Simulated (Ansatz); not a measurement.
# C2H6GeN2: what the fields show

Input file:

```
crystal:
  periodic: [false, false, false]
  atoms:
    - { symbol: "N", position_ang: [-1.9738, 0.362, -0.374] }
    - { symbol: Ge, position_ang: [-0.587, -0.5703, 0.2889] }
    - { symbol: C, position_ang: [0.7483, 0.5025, 0.8355] }
    - { symbol: C, position_ang: [1.7448, 0.0316, -0.1055] }
    - { symbol: "N", position_ang: [0.7139, -0.7513, -0.9456] }
    - { symbol: H, position_ang: [-2.526, 0.8226, 0.4358] }
    - { symbol: H, position_ang: [-1.5938, 1.2158, -0.9099] }
    - { symbol: H, position_ang: [-0.8501, -1.8329, 1.0978] }
    - { symbol: H, position_ang: [0.8894, 1.1904, 1.7319] }
    - { symbol: H, position_ang: [2.7231, 0.2347, -0.2253] }
    - { symbol: H, position_ang: [0.7766, -1.2621, -1.8093] }
basis:
  gaussian: { orbitals: def2-mTZVP }
hamiltonian:
  xc: pbe0
relax:
  f_tol: 0.015
  max_steps: 40
output:
  orbitals: {}
```

Run with:

```sh
ansatz run input.yaml --threads 2 --pin off --max-ram 3072MiB --backend cpu --events-out ev --progress --plain --runs-dir out
```

The fields are those of the relaxed geometry.

The calculation used Ansatz, RKS PBE0/def2-mTZVP.

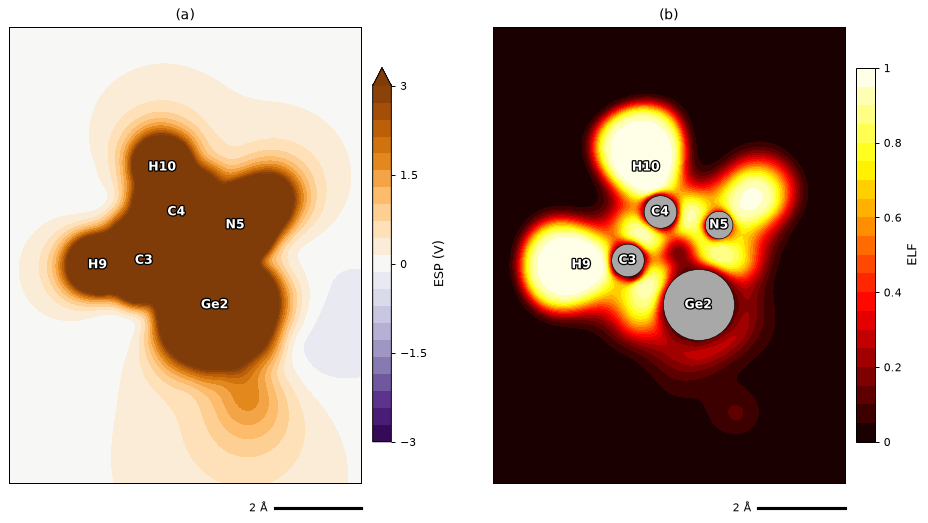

Figure 1. (a) molecular electrostatic potential; (b) electron localisation function on the plane of atoms C4, C3 and H9. Grey discs cover the atomic cores in the ELF map.

> Describe what can be read from this map.

Atoms in the plane: Ge, C, N and H.
C–C (1.35 Å): the ELF peaks at about 0.90 between the atoms (a covalent bond).
C–N (1.40 Å): the ELF peaks at about 0.90 between the atoms; a covalent bond.
C–Ge (1.94 Å): the ELF peaks at about 0.85 in the valence shell of C, 0.7 Å from its nucleus, and is about 0.65 at the midpoint.
Ge–N (1.92 Å): the ELF peaks at about 0.85 in the valence shell of N, 0.6 Å from its nucleus, and is about 0.50 at the midpoint.
C–H (1.08 Å): the ELF climbs to about 1 towards the hydrogen, as it does in any bond to H (an ordinary covalent bond to hydrogen).
The potential has no marked negative region in this plane.

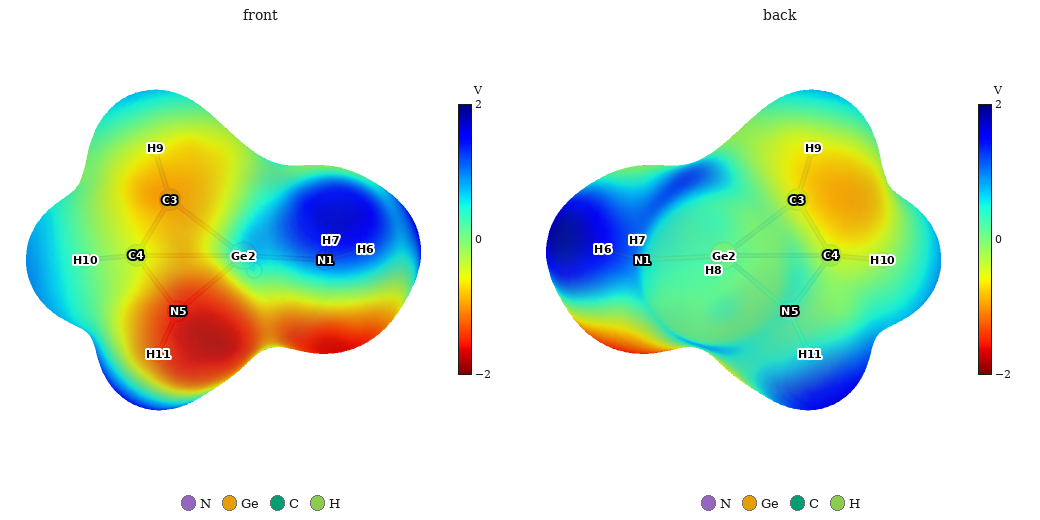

Figure 2. The molecular electrostatic potential painted on the density surface at 0.002 e/bohr³, seen from the front and from behind; the colour scale runs from red (negative) to blue (positive).

> Which sites attract a positive test charge, and which a negative one?

A positive charge is drawn to the negative regions and a negative charge to the positive ones. The most negative region (about −1.7 V) lies over N1 and N5, the most positive (about +1.8 V) over H6.

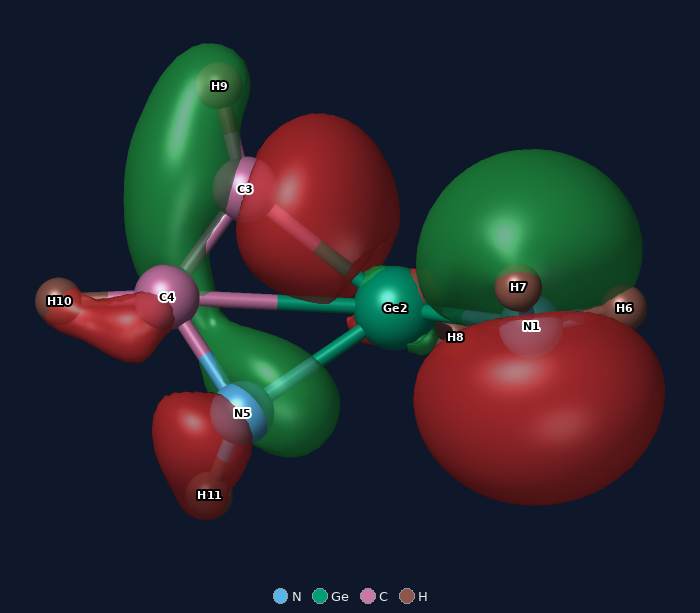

Figure 3. The HOMO−1 at ±0.08 Å⁻³ᐟ² (green and red are the two phases), seen at a tilt.

> Describe this orbital and give its energy.

Its weight (Hirshfeld) is mainly on N1 (about 60 %), Ge2 (about 10 %) and C3 (about 10 %). Its energy is −7.30 eV.

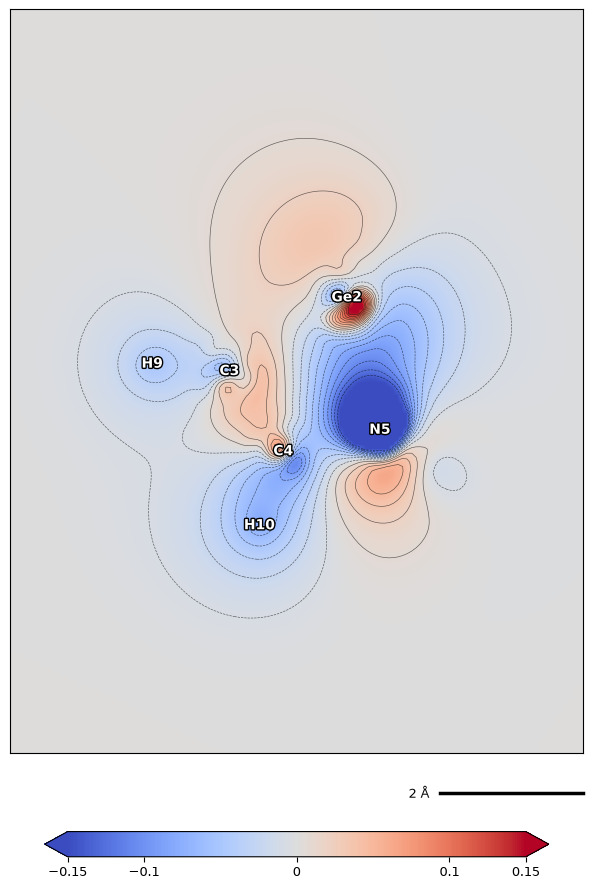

Figure 4. The HOMO on the plane of atoms Ge2, C3 and H9 (values in Å⁻³ᐟ²; the overall sign is arbitrary).

> What is the character of this orbital?

By Hirshfeld shares it lies mainly on N5 (about 35 %), C3 (about 35 %), C4 (about 15 %) and Ge2 (about 10 %). Its energy is −5.84 eV.
